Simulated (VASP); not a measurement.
Band structure of Ba (bcc). Method: optB86b-vdW, VASP's PBE PAW potentials (set 64) (plane waves; VASP).

Unless said otherwise, spin-orbit coupling is left out, though it shifts the bands of the heavy elements here.

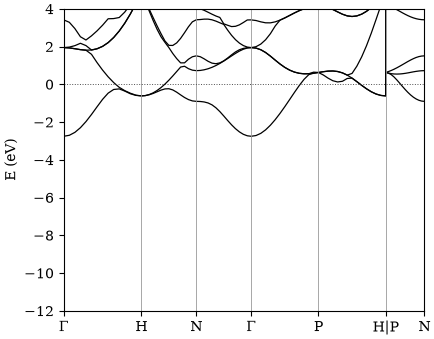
Figure: Bands along high-symmetry lines, zero at the valence-band maximum or, without a gap, the Fermi level

Question: Read the plot: is there a gap, and where are the band edges?

Answer: It has no gap at this level: it comes out as a metal or semimetal. (Edges off the drawn lines would not show.)

The compound is Ba in the bcc structure. It was relaxed first, which changed the volume by -7 %.
